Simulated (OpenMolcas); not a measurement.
# C2H3AlO (SMILES C#[C][AlH][OH]): the HOMO–LUMO gap, rung by rung

C2H3AlO has 7 atoms, charge 0, and is taken as a singlet. As SMILES, `C#[C][AlH][OH]`. Geometry: a GFN2-xTB relaxation, a rough one for these elements and not checked as a minimum. This is one conformer, not always the lowest.

```xyz
7

C    -2.0139   -1.0989   -0.2214
C    -1.0120   -0.4506   -0.0175
Al    0.5557    0.6351    0.3715
O     2.0126    0.4657   -0.3611
H    -2.8823   -1.6703   -0.4042
H     0.4826    1.7419    1.4135
H     2.8573    0.3770   -0.7808
```

Quantity: the HOMO–LUMO gap, in eV. The values are calculated.

| level | kind | program | value (eV) | CPU time |
| --- | --- | --- | --- | --- |
| HF/6-311+G** | Hartree–Fock | OpenMolcas | 12.00 | 15 s |
| BLYP/6-311+G** | GGA | OpenMolcas | 4.94 | 41 s |
| PBE/6-311+G** | GGA | OpenMolcas | 5.00 | 41 s |
| revPBE/6-311+G** | GGA | OpenMolcas | 5.04 | 38 s |
| B3LYP/6-311+G** | global hybrid | OpenMolcas | 6.53 | 37 s |
| BHLYP/6-311+G** | global hybrid | OpenMolcas | 8.81 | 38 s |
| PBE0/6-311+G** | global hybrid | OpenMolcas | 7.01 | 38 s |
| B2PLYP/6-311+G** | double hybrid | OpenMolcas | 8.99 | 34 s |

The values span 4.94 to 12.00 eV. Orbital gaps aren't excitation energies, and those of double hybrids come from the SCF part alone; they tend to grow with the share of exact exchange. CPU times are rough (shared hosts, several kinds of processor): they show what a rung costs within a factor of a few.

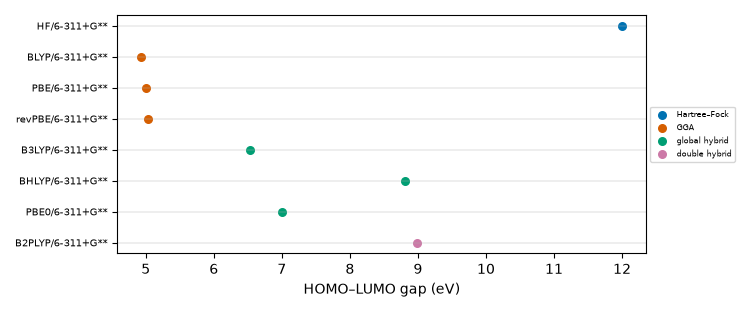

The values of the table, level by level.
